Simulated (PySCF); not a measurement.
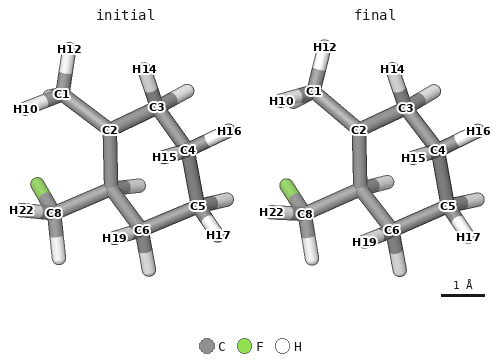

The structure of C₈H₁₄F (charge +1) before (left) and after (right) a relaxation, at one scale.

The picture is a stick view, seen at a tilt.

The start comes from GFN2-xTB. Its atoms were then displaced at random by about 0.01 Å.

Computed with PySCF, PBE0-D3(BJ)/def2-SVP geometry optimisation, gas phase. 

Question: Summarise the run.

Answer: The energy falls by 5.05 kcal/mol in 9 geometry steps. The atom that moves furthest after the best rigid fit is an H atom (0.28 Å). By element the largest moves are H 0.28 Å, C 0.08 Å, F 0.04 Å. Among the contacts that change: C–H 1.091 → 1.123 Å, C–H 1.072 → 1.100 Å, C–C 1.501 → 1.525 Å, C–H 1.121 → 1.099 Å. Among the angles between lasting bonds that change: C–C–H 108.5° → 102.2°, C–C–H 104.9° → 99.7°, C–C–H 102.6° → 97.7°. Cost: 5.9 min on 1 thread of Arm Neoverse N1, on a shared host.
